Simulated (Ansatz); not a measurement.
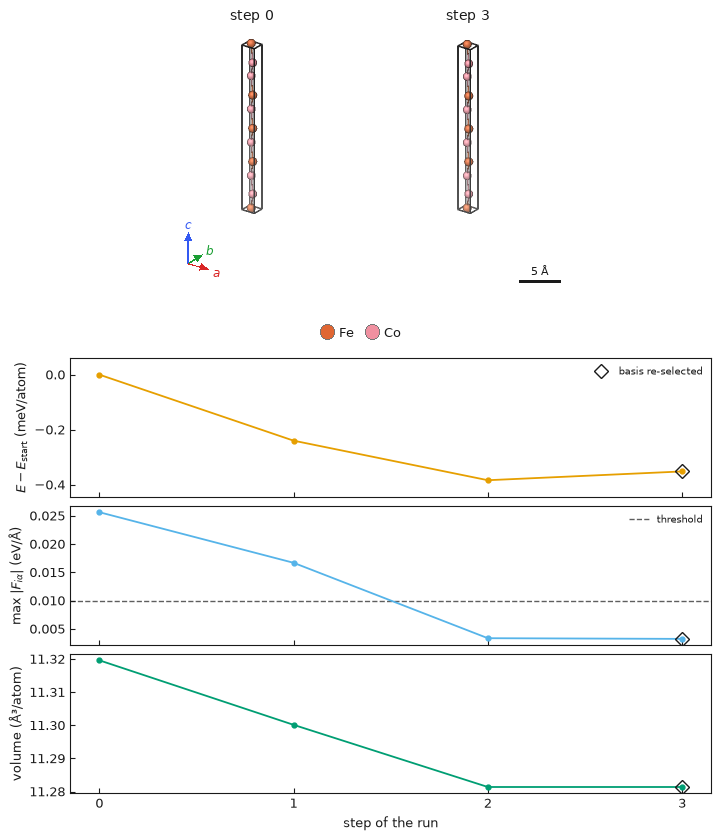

First and last geometry of a relaxation of a crystal of Fe2Co3 (a generated structure, set up in P-6m2), with the history of the run. The picture is a ball-and-stick view of the cell of the calculation, seen slightly off an axis.

Theory: DFT PBE, scalar-relativistic, plane waves, PAW (Ansatz). (plane-wave cutoff 420 eV; k-point mesh 18 × 18 × 2; occupations gaussian; smearing width 0.1 eV; collinear spin; cell and atoms relaxed; force threshold 0.01 eV/Å; at most 80 steps)

> Did the run converge, and what did it change?

It converged. The largest moves relative to the cell, 0.007 Å, are those of Fe atoms. By element the largest moves are Fe 0.007 Å, Co 0.004 Å. The drawn cell changes as follows: a = b 2.494 → 2.497 Å (+0.1 %), c 21.018 → 20.890 Å (−0.6 %); the volume changes by −0.3 %. Some distances before and after: Co–Fe 2.565 → 2.552 Å, Co–Co 2.469 → 2.460 Å, Co–Fe 2.573 → 2.566 Å. The space group stays P-6m2 (No. 187). Over 2 accepted moves (3 points after the start) the energy falls by 0.4 meV per atom. The largest force component goes from 0.026 to 0.0032 eV/Å. The pressure goes from −0.50 to 0.01 GPa. At 1 point the geometry stayed and the basis and grid were re-selected for the new cell (energy shift of less than 0.05 meV per atom at most each time). Cost: 9.3 min on 4 threads of Intel(R) Xeon(R) Processor @ 2.70GHz, with other jobs on the host, peak memory 2.2 GiB.
